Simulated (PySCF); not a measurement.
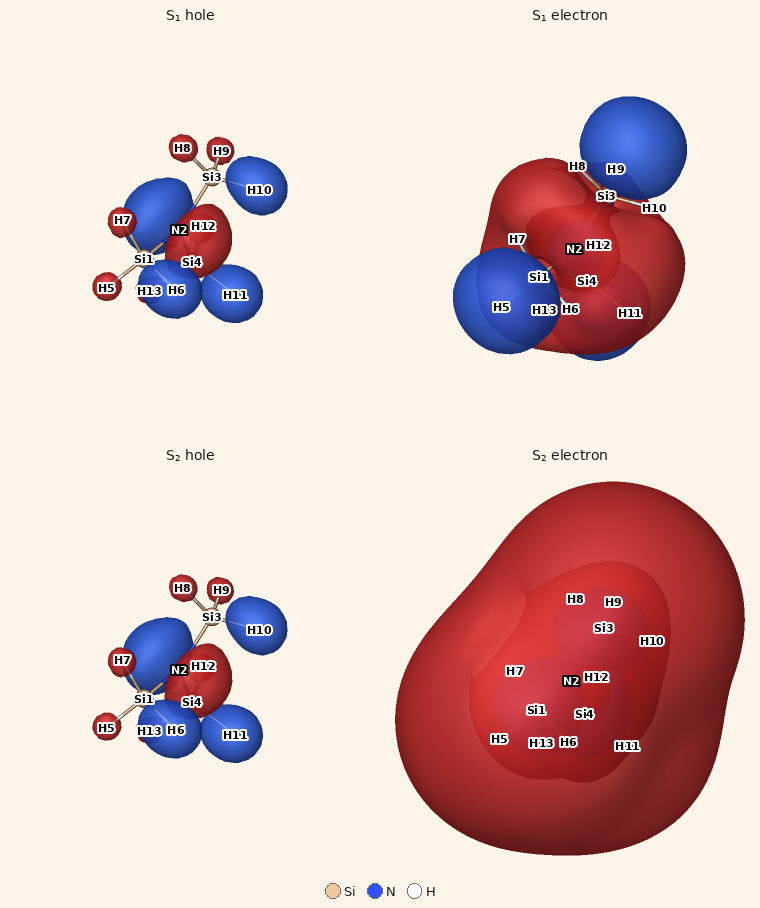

*H$_{9}$NSi$_{3}$, SMILES `[SiH3]N([SiH3])[SiH3]`. Leading natural transition orbitals (TDA singlet states).*

PySCF calculation, PBE/6-311+G**, gas phase; geometry: GFN2-xTB. No frequency check shows the geometry to be a minimum.

Input

```python
import numpy as np
from pyscf import gto, scf, dft, tdscf
from pyscf.scf import atom_ks, atom_hf
from scipy.linalg import block_diag

def solve(mol, dm0=None, hcore=None):
    mf = (dft.UKS if mol.spin else dft.RKS)(mol, xc='pbe')
    mf.grids.level = 3
    mf = mf.density_fit(auxbasis='def2-universal-jkfit')
    mf.conv_tol, mf.max_cycle = 1e-8, 80
    if hcore is not None:
        mf.get_hcore = lambda *args: hcore
    mf.kernel(dm0)
    if not mf.converged:
        mf = mf.newton().run(mf.mo_coeff, mf.mo_occ, max_cycle=30)
    assert mf.converged, 'SCF not converged'
    return mf

mol = gto.M(atom='''
Si     1.67659     0.46108    -0.01276
N      0.00033     0.00003     0.12861
Si    -1.23773     1.22120    -0.01269
Si    -0.43898    -1.68228    -0.01265
H      2.47439    -0.56744     0.65109
H      2.06327     0.56676    -1.42460
H      1.83589     1.75343     0.65110
H     -0.74555     2.42674     0.65101
H     -2.43622     0.71336     0.65119
H     -1.52360     1.50229    -1.42453
H     -0.54078    -2.07009    -1.42447
H     -1.72861    -1.85889     0.65119
H      0.60059    -2.46640     0.65114
''', basis='6-311+g**', charge=0, spin=0, verbose=4)
mf = solve(mol)
td = mf.TDA()
td.nstates, td.singlet, td.conv_tol = 4, True, 1e-5
td.kernel()
td.analyze()
x, y = np.array([p[0] for p in td.xy]), np.array([p[1] + 0 * p[0] for p in td.xy])
f, mu = td.oscillator_strength(), td.transition_dipole()
nto = [td.get_nto(state=i + 1, verbose=4) for i in range(len(td.e))]
# spherically averaged free atoms, for the promolecule
atm = atom_ks.get_atm_nrks(mol, xc='pbe')
pro = block_diag(*[(atm[a[0]][2] * atm[a[0]][3]) @ atm[a[0]][2].T for a in mol._atom])
np.savez('result.npz', e=td.e, f=f, ok=td.converged, w=[n[0] for n in nto], nto=[n[1] for n in nto], x=x, y=y, c=mf.mo_coeff, occ=mf.mo_occ, eps=mf.mo_energy, pro=pro, mu=mu)
```

Run with:

```sh
OMP_NUM_THREADS=1 python input.py
```

The run took 2.2 min on 1 thread of Intel(R) Xeon(R) Platinum 8488C (Sapphire Rapids), on a shared host, peak memory 0.78 GiB.

Question: Describe these excited states.

Answer: By state:
- S₁: 5.08 eV (244 nm), f = 0.000 (very weak), partly diffuse acceptor orbital; the leading pair carries 100 %; hole on N2 (47 %), Si1, Si3 and Si4 (9 % each) and H6, H10 and H11 (6 % each), electron on Si1, Si3 and Si4 (21 % each) and N2 (7 %) (atom shares of so diffuse an orbital are rough); their centroids lie 0.1 Å apart.
- S₂: 5.95 eV (208 nm), f = 0.045, diffuse (Rydberg-like) orbital; the leading pair carries 100 %; hole on N2 (47 %), Si1, Si3 and Si4 (9 % each) and H6, H10 and H11 (6 % each), electron on Si1, Si3 and Si4 (19 % each) (atom shares of so diffuse an orbital are rough); their centroids lie 0.1 Å apart.
